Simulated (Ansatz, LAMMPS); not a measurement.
# Site preference of a vacancy of O in amorphous HfO2 at 7.65 g/cm^3 (78 atoms): runs compared

At which site of amorphous HfO2 at 7.65 g/cm^3 (78 atoms) does a vacancy of O cost least, and what about the site decides it?

Computed with Ansatz 0.2.0: Kohn-Sham DFT, PBE, PAW (set soft_2), plane waves.

### Step 1. The cell as built

The cell holds 78 atoms: 26 Hf and 52 O. Its edges and angles: a = 10.591 Å, b = 10.591 Å, c = 10.591 Å, α = 90.0°, β = 90.0°, γ = 90.0°. 78 atoms (26 Zr, 52 O) placed at random at 4.48 g/cm³, melted at 5000 K for 10 ps at fixed volume with the Morse and Coulomb pair potential with partial charges (Pedone, Malavasi, Menziani, Cormack and Segre, J. Phys. Chem. B 110, 11780 (2006)). Quenched from 5000 K to 300 K at 50 K/ps and fixed volume, held 5 ps, then minimised at fixed cell. Then Zr was replaced by Hf (the potential has no terms for the new elements, so the cell is a start for a DFT relaxation).

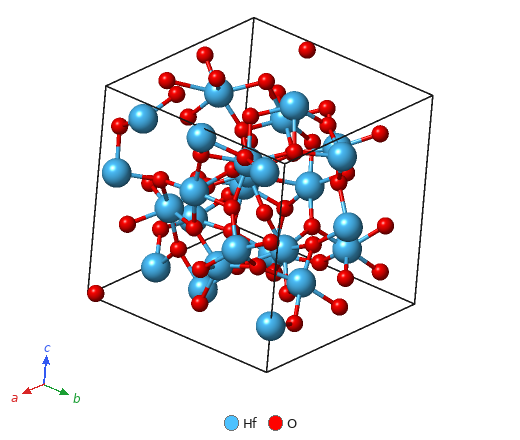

The cell as built. Bonds to atoms that aren't drawn are left out. Some periodic images of atoms are drawn too.

Limits known from the start: The quench rate of 50 K/ps is orders of magnitude faster than experiment, which tends to freeze in extra defects. The network of bonds at the start is that of the classical potential that made the cell, and needn't be the one that DFT or experiment would give. The Brillouin zone is sampled at Γ only, in a cell whose shortest periodic width is 11 Å. Spin–orbit coupling is left out, which matters for the levels of the heavy elements.

### Step 2. The reference run

The reference is a single point at the end of the relaxation.

Every defect cell starts from the geometry of this run and is relaxed in the fixed cell.

Its input, with most atom lines left out:

```yaml
crystal:
  lattice:
    - [10.5908, 0.0, 0.0]
    - [0.0, 10.5908, 0.0]
    - [0.0, 0.0, 10.5908]
  atoms:
    - { symbol: Hf, position: [0.46448, 0.60963, 0.27974] }
    - { symbol: Hf, position: [0.13554, 0.72199, 0.20742] }
    - { symbol: Hf, position: [0.74351, 0.59657, 0.76877] }
    - { symbol: Hf, position: [0.68629, 0.38302, 0.06843] }
    - { symbol: Hf, position: [0.97729, 0.8697, 0.90642] }
    - { symbol: Hf, position: [0.49198, 0.63359, 0.97858] }
    - { symbol: Hf, position: [0.8224, 0.54889, 0.27774] }
    [... atom lines 8 to 78 left out ...]
kpoints:
  mp_grid: { grid: [1, 1, 1] }
hamiltonian:
  xc: pbe
scf:
  occupations: { method: fermi_dirac, width: 0.025 }
output:
  forces: true
  stress: true
  populations: true
  dos:
    method: { smearing: { sigma: 0.08 } }
    de: 0.1
    projected: { site_lists: { Hf: [Hf], O: [O] } }
  eigenvalues: true
  write_density: true
  write_potential: true
  volumetric_format: npy
```

- free energy per atom: -5620.3564 eV/atom
- r.m.s. force component: 0.00994 eV/Å
- pressure: -5.25 GPa

Filled and empty levels are parted by 3.74 eV (at Γ alone); a semilocal functional tends to put such gaps too low. In a disordered cell it changes from sample to sample, and tail or defect levels can set it.

### Step 3. The runs

Each row is one run, on 4 threads of Intel Xeon at 2.50GHz (Skylake/Cascade Lake), shared host. The free energy is the program's total, comparable only between runs with the same functional, potentials and atoms.

```csv
run,atoms,outcome,"ionic steps, all passes",free energy (eV),time,host memory (GiB)
Single point at the start,78,converged,-,-438385.086,68 s,1.9
Relaxation,78,converged,19,-438387.798,11 min,2.0
Single point at the relaxed geometry,78,converged,-,-438387.798,60 s,2.0
"Vacancy of O, site O62",77,converged,11,-437817.198,7.1 min,2.0
"Vacancy of O, site O28",77,converged,8,-437816.700,5.1 min,2.0
"Vacancy of O, site O66",77,converged,5,-437816.497,3 min,2.0
"Vacancy of O, site O69",77,converged,7,-437816.691,4.4 min,2.0
"Vacancy of O, site O64",77,converged,8,-437816.746,4.9 min,2.0
"Vacancy of O, site O59",77,converged,16,-437816.361,9.9 min,2.0
"Vacancy of O, site O43",77,converged,5,-437816.339,3.2 min,2.0
"Vacancy of O, site O51",77,converged,22,-437817.198,13 min,2.0
"Vacancy of O, site O78",77,converged,10,-437816.704,6.5 min,2.0
```

The surroundings of site O62, the cheapest one, after relaxation: 10 atoms, nearest first, with positions taken from that point. Atoms keep their numbers of the cell before the removal, where the removed atom was number 62.

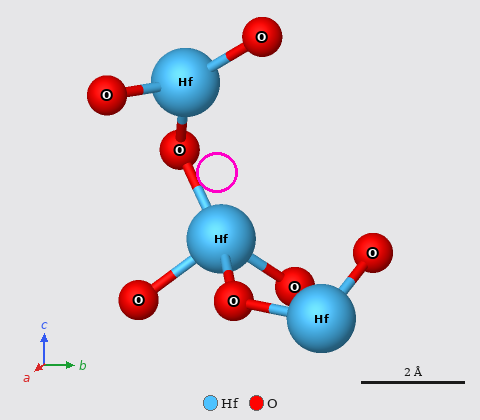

The atoms of the table, within 3.8 Å (arrows a, b, c point along x, y, z); some may hide others. A ring marks the centre wherever it is empty.

```csv
atom,x,y,z,distance (Å),bonds
Hf14,-0.75,-0.80,1.63,1.96,4
Hf21,-1.23,-0.19,-1.52,1.97,4
O39,0.60,0.46,-2.42,2.54,3
O64,-2.23,-1.24,0.03,2.55,3
O73,0.71,-2.04,1.57,2.67,2
O46,-0.18,0.86,2.68,2.82,3
O33,-0.84,-1.75,-2.73,3.35,3
O44,-0.01,3.10,-1.48,3.44,2
O58,-2.31,1.05,-2.61,3.64,3
Hf24,1.57,2.42,-2.54,3.85,6
```

The column of bonds counts only the pairs O-Hf within 2.83 Å; other neighbours, such as metal atoms beside each other in a compound, aren't counted, and periodic images can show an atom twice.

### Step 4. The sites compared

All these cells hold the same atoms, so their energies can be compared with no chemical potential.

```
site  neighbours  mean distance (Å)  atoms within 6 Å  energy over the best site (eV)  before relaxation (eV)  gain on relaxing (eV)
 O62         Hf2               1.96                56                            0.00                    0.00                   0.26
 O51         Hf3               2.15                59                            0.00                    0.41                   0.68
 O64         Hf3               2.18                61                            0.45                    0.49                   0.30
 O78         Hf3               2.18                59                            0.49                    0.41                   0.18
 O28         Hf4               2.29                65                            0.50                    0.37                   0.14
 O69         Hf3               2.08                57                            0.51                    0.34                   0.09
 O66         Hf3               2.13                61                            0.70                    0.56                   0.13
 O59         Hf2               1.97                60                            0.84                    0.84                   0.26
 O43         Hf3               2.21                60                            0.86                    0.68                   0.08
```

Neighbours are those of the relaxed host within 2.98 Å (O-Hf); other pairs aren't counted.

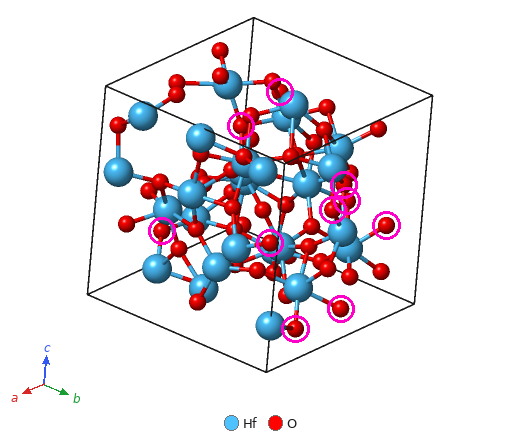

The relaxed cell with the tried sites ringed. Bonds to atoms that aren't drawn are left out. Some periodic images of atoms are drawn too.

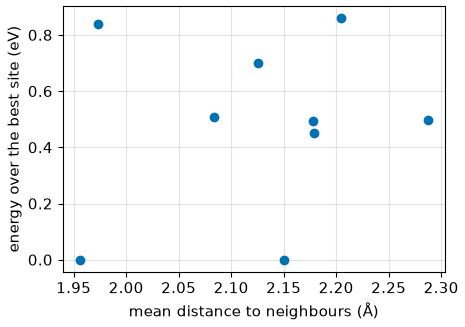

Site energy against the site's surroundings.

### Step 5. Outcome

The cheapest site is O62 (2 neighbours, Hf2); the dearest, O43 (3 neighbours, Hf3), costs 0.86 eV more. O51 lies within 0.02 eV of the cheapest, a tie at this tolerance. By coordination the energies over the best site are 0.00 to 0.84 eV with 2 neighbours, 0.00 to 0.86 eV with 3 neighbours and 0.50 eV with 4 neighbours. Relaxation gains 0.082 to 0.68 eV and leaves the best site the same.

Caveats: Defects are neutral and interact with their images. The defect cells ran without spin polarisation, so cut bonds can't carry moments. In a disordered cell the relaxation can also rearrange atoms far from the site. Only 9 of the 52 O sites were tried, so a cheaper one may exist. The pressure of -5.3 GPa says that the cell would shrink at this level of theory.

The DFT runs together took 71 min of wall time.

[Logs are printed without paths, hosts, clocks, repeated set-up lines and the standing remarks that a program may print on its own settings, such as how far it seeks lower states.]

[Hosts, paths, dates, database ids (printed as entryN), source tags and the programs' standing remarks are cut or masked in the printed files.]
